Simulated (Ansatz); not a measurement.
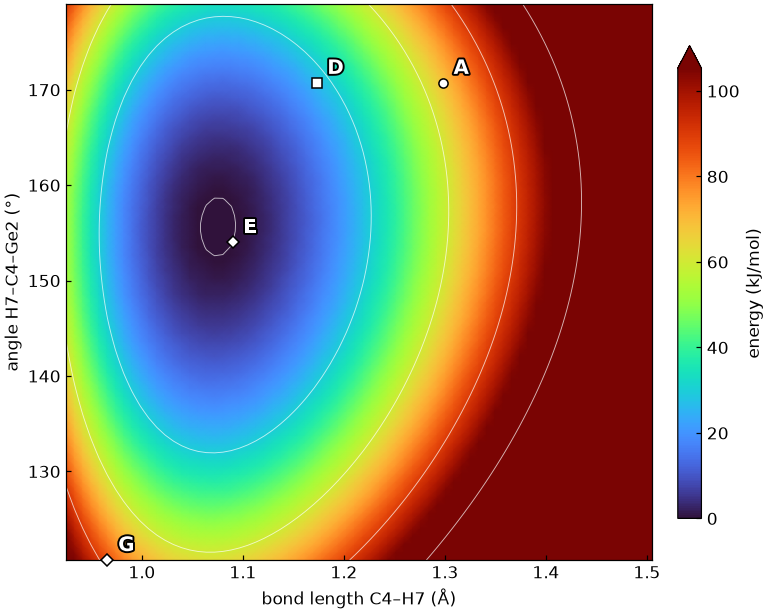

C₂H₃FGe, SMILES [F][GeH]1[CH]=[CH]1. 
- Coordinates scanned: (1) bond length C4–H7; (2) angle H7–C4–Ge2.
- Nothing is relaxed (all other coordinates rigid).
- Grid: 15 × 15 points.
- Energies are in kJ/mol, from the lowest grid point.
- The calculation used Ansatz, RKS BHLYP-D4/def2-TZVP.

In the figure: a smooth colour map with a few white contour lines, one colour for all values above the top of the scale, lettered points. Between grid points the surface is interpolated.

Is D the lowest point of the computed grid?

No. D lies 26 kJ/mol above the lowest grid point, which is at bond length C4–H7 = 1.090 Å, angle H7–C4–Ge2 = 154.0°.

What kind of point is each of A, D, E: minimum, saddle, maximum or slope?

A: on a slope; D: on a slope; E: minimum. (In these two coordinates alone; a stationary point may lie a little off the grid point.)

Rank the lettered points by energy, lowest first.

E (0 kJ/mol), D (26 kJ/mol), A (68 kJ/mol), G (86 kJ/mol).
